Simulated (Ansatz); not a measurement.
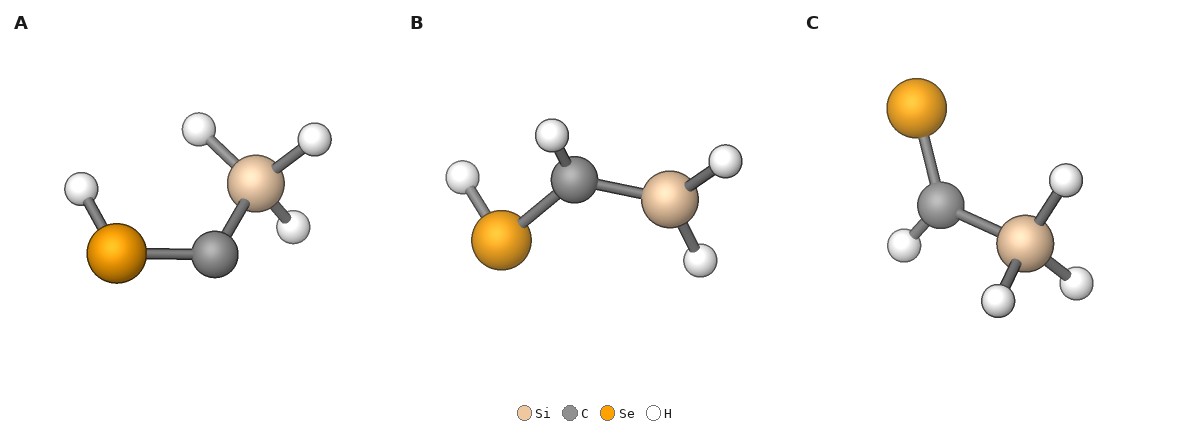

3 stationary structures of one formula. Geometries: PBE0-D4/def2-TZVP. Electronic energies: RHF-CCSD(T) (frozen core)/def2-TZVPP (Ansatz 0.2.0), without zero-point energy. No frequency run is at hand to confirm each as a minimum. Each is one conformer, not always the lowest.

Which is lowest in energy, and by how much?

Answer. C is lowest; B lies 0.678 eV above it (C1), A lies 1.986 eV above it (Cs).
